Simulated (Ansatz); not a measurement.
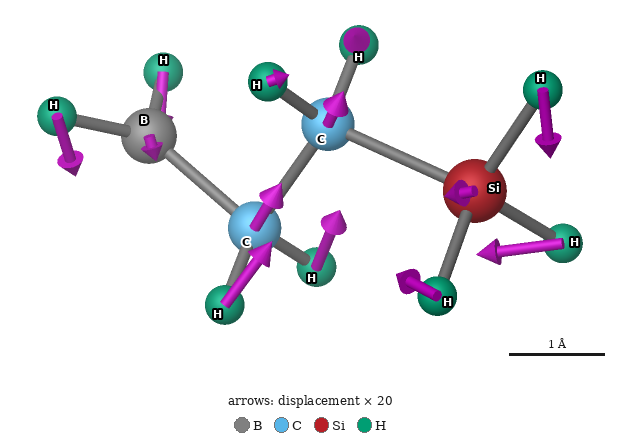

This is a relaxation of C₂H₉BSi. The starting structure is drawn; purple arrows show the displacements, 20 times their true length. The two geometries are superimposed by the best rigid fit.

A ball-and-stick model, seen at a tilt.

The start comes from PBE-D4/def2-SVP.

Computed with RKS PBE0-D4/def2-TZVP (Ansatz).

Input file:
```yaml
crystal:
  periodic: [false, false, false]
  atoms:
    - {symbol: B, position_ang: [-0.869382, 1.878447, -0.458744]}
    - {symbol: C, position_ang: [-0.854723, 0.332035, -0.614184]}
    - {symbol: C, position_ang: [0.396442, 0.134917, 0.309400]}
    - {symbol: Si, position_ang: [0.868900, -1.699500, 0.482451]}
    - {symbol: H, position_ang: [-0.187447, 2.577878, -1.188204]}
    - {symbol: H, position_ang: [-1.446159, 2.397248, 0.481946]}
    - {symbol: H, position_ang: [-0.636011, -0.055542, -1.628585]}
    - {symbol: H, position_ang: [-1.722409, -0.209697, -0.189089]}
    - {symbol: H, position_ang: [1.286984, 0.673275, -0.084924]}
    - {symbol: H, position_ang: [0.216735, 0.530396, 1.334063]}
    - {symbol: H, position_ang: [1.197539, -2.264818, -0.873121]}
    - {symbol: H, position_ang: [-0.292389, -2.464899, 1.057536]}
    - {symbol: H, position_ang: [2.062520, -1.864341, 1.386357]}
basis:
  gaussian: {orbitals: def2-TZVP}
hamiltonian: {xc: pbe0, dispersion: d4}
relax: {f_tol: 0.005, max_steps: 150}
```

Run as
```bash
ansatz run in.yaml --threads 4 --pin off --events-out ev --progress --plain --max-ram 10444MiB
```

> Atoms of which element are displaced furthest, and by how much?

Hydrogen: up to 0.048 Å, against 0.032 Å for carbon.

> What did the optimiser do to the structure, and how much energy did it gain?

The largest move after the best rigid fit is that of H11, 0.048 Å. By element the largest moves are H 0.048 Å, C 0.032 Å, Si 0.021 Å, B 0.015 Å. Among the contacts that change: C3–Si4 1.902 → 1.878 Å, B1–H5 1.219 → 1.198 Å, Si4–H11 1.505 → 1.487 Å, C3–H10 1.113 → 1.096 Å. The energy falls by 4.42 kJ/mol in 5 accepted moves (6 points after the start). Largest force component: 0.5 eV/Å at the start, 0.0023 eV/Å at the end. The line search rejected the trial step at point 4 of the run. Cost: 23 s on 4 threads of Arm Neoverse V2 (shared host).
